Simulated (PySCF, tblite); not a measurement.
# B₃Cl₂H₇N₂: geometry, infrared bands and NMR shifts

Wanted: the infrared bands and NMR shifts of B₃Cl₂H₇N₂ (`BN[B@H-]([NH3+])B(Cl)Cl`), by calculation.

Computed with tblite 0.8.0 and PySCF 2.14.0, with density-fitted response routines of our own, on a single molecule in the gas phase. Atoms are numbered from 0 throughout.

**1. The molecule as given**

14 atoms, charge 0, multiplicity 1; geometry from: force field or distance geometry start.

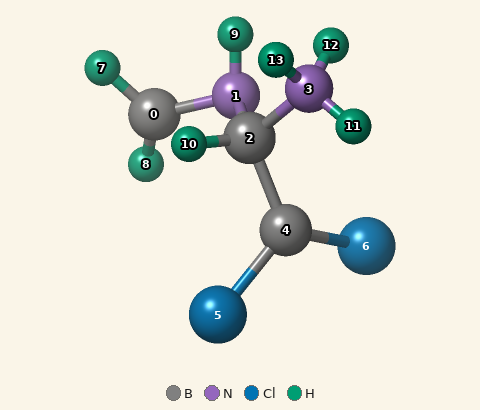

As it starts; boron grey, nitrogen purple, chlorine blue, hydrogen teal, atoms numbered.

**2. Optimising the geometry with GFN2-xTB**

Job settings and geometry (Å):

```
{"job": {"kind": "relax", "xc": "GFN2-xTB", "basis": "xTB"}, "charge": 0, "multiplicity": 1}
B     -0.802500     1.949600    -0.441400
N      0.019600     0.755000    -0.840200
B      0.166500    -0.226800     0.325700
N      1.463200    -0.986900     0.125400
B     -1.076700    -1.328300     0.422300
Cl    -2.321800    -1.110500     1.757400
Cl    -1.667700    -2.098600    -1.158300
H     -0.245400     2.935100    -0.123800
H     -1.954300     2.013100    -0.716900
H      0.985100     1.118000    -1.020000
H      0.197800     0.335800     1.376900
H      1.288500    -2.012600     0.258800
H      1.809600    -0.745600    -0.815100
H      2.137400    -0.597900     0.827100
```

The run is started by

```
$ OMP_NUM_THREADS=1 python probes_run.py task.json out
```

The driver reads the jobs from task.json and runs them one after another.

**Question.** This job is followed by: GFN2-xTB harmonic vibrations, gas phase; GIAO PBE0/pcSseg-1 NMR shielding, non-relativistic, gas phase. What will the session give for the following? strongest single infrared mode (GFN2-xTB); zero-point energy (GFN2-xTB); 1H shifts against TMS (PBE0/pcSseg-1, means over atoms taken as alike); 11B shifts against BF3·OEt2 (PBE0/pcSseg-1); 15N shifts against NH3 (PBE0/pcSseg-1); 35Cl shifts against HCl (PBE0/pcSseg-1, means over atoms taken as alike).

As calculated:

```
                                                                quantity                       value
                               strongest single infrared mode (GFN2-xTB)       1256 cm⁻¹, 294 km/mol
                                            zero-point energy (GFN2-xTB)               59.5 kcal/mol
  1H shifts against TMS (PBE0/pcSseg-1, means over atoms taken as alike)  5.47, 4.75, 4.43, 2.97 ppm
                             11B shifts against BF3·OEt2 (PBE0/pcSseg-1)       77.2, 29.1, -16.3 ppm
                                  15N shifts against NH3 (PBE0/pcSseg-1)             157.8, 44.5 ppm
35Cl shifts against HCl (PBE0/pcSseg-1, means over atoms taken as alike)                     296 ppm
```

What this shows: The optimisation took 172 steps and gained 2.332 eV; among the close pairs (by a distance rule), B0–N1 changed most, from 1.504 to 1.372 Å. All 36 modes are real, so the xTB geometry is a minimum. The strongest single mode, at 1256 cm⁻¹, is carried by H12, H11, H13, N3. GFN2-xTB is a fitted tight-binding method: band positions and strengths are rough. Its intensities can rank the bands wrongly. At PBE0/pcSseg-1: The largest span, 624 ppm, is at Cl5, Cl6, where the paramagnetic term is -495 ppm.
